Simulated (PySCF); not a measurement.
**TaC (doublet): density, localisation and related maps**

```xyz
2

Ta    0.0000    0.0000   -0.1075
C     0.0000    0.0000    1.6215
```

Core potentials replace the inner electrons of Ta.

Computed with PySCF 2.14.0, PBE0/cc-pVDZ(-PP), non-relativistic Hamiltonian with scalar-relativistic core potentials where named, at a bond length of 1.729 Å.

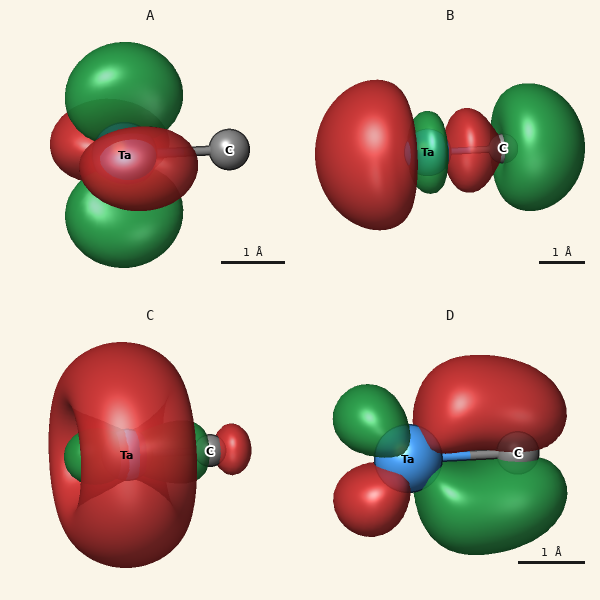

Figure 1. Four frontier β-spin orbitals, each drawn at the value that holds 80 % of its norm (green and red are the two phases), in no order; of a degenerate pair one member is drawn.

> Name the orbitals and rank them from lowest to highest energy.

Orbital D: π, occupied in this spin, −7.00 eV; bonding, with no node between the atoms.
Orbital C: σ, occupied in this spin, −5.86 eV; mainly on Ta (90 %).
Orbital B: σ, empty in this spin, −3.55 eV; shared between the atoms (Ta 55 %, C 45 %).
Orbital A: δ, empty in this spin, −2.81 eV; almost wholly on Ta.

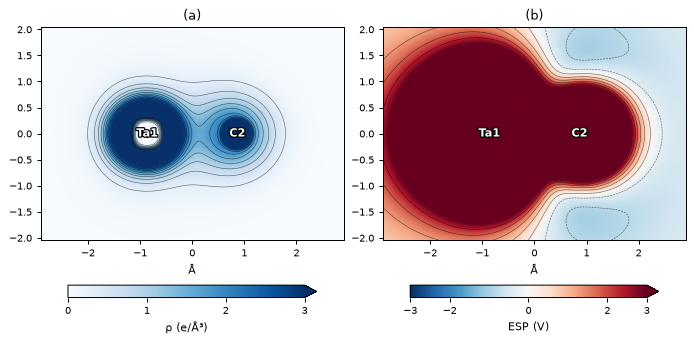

Figure 2. (a) electron density; (b) electrostatic potential on a plane that holds the molecular axis.

> Interpret the plot.

- The section cuts through Ta and C sites.
- C–Ta (1.73 Å): the density is about 1.8 e/Å³ at the midpoint, with its minimum of 1.6 e/Å³ about 0.7 Å from C.
- Outside the dense part of the molecule the potential is most negative (−1.0 V) near C2.

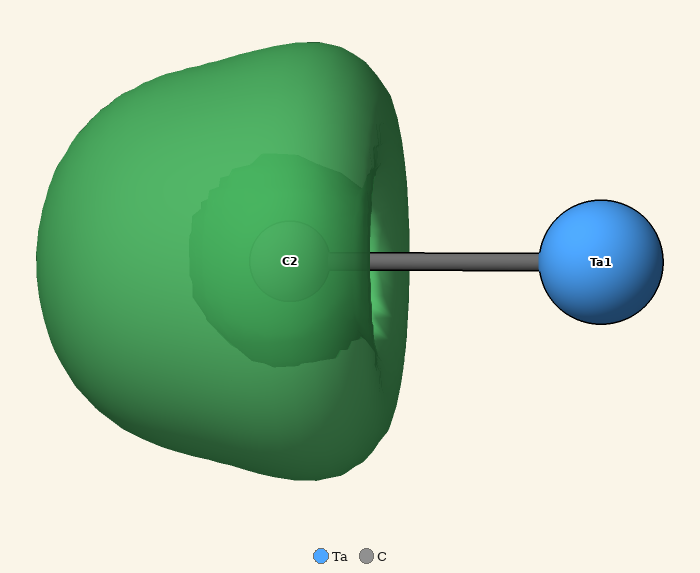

Figure 3. Isosurface of the ELF at 0.75 (green), seen from one side. Only the valence region is drawn (cores and ρ < 0.01 e/Å³ removed).

> Describe the localisation domains.

At this value the surface marks out one ring or bowl of non-bonding electrons around C.


C–Ta (1.73 Å): the ELF peaks at about 0.70 in the valence shell of C, 0.6 Å from its nucleus, and is about 0.45 at the midpoint.

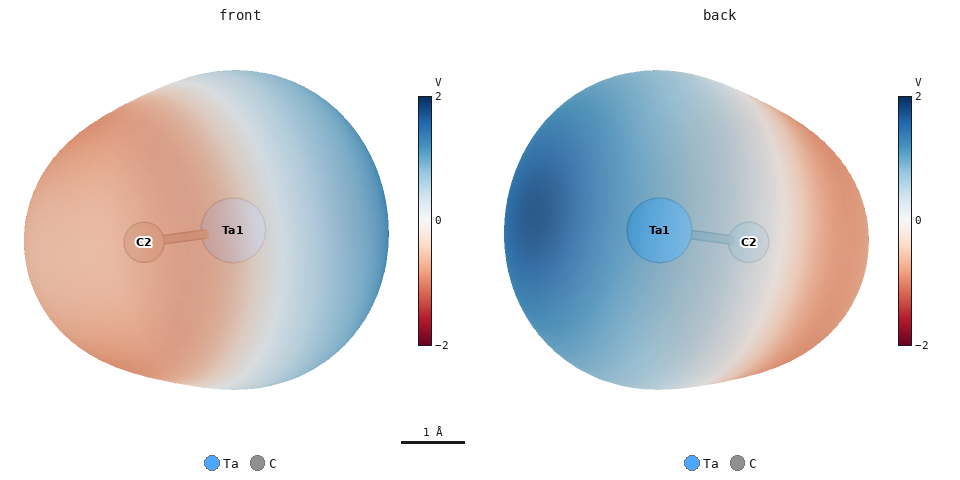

Figure 4. The electrostatic potential painted on the density surface at 0.001 e/bohr³, seen from the front and from behind; red is negative and blue positive.

> Describe the electrostatic potential map.

The most negative region (about −0.9 V) lies over C2, the most positive (about +1.8 V) over Ta1.
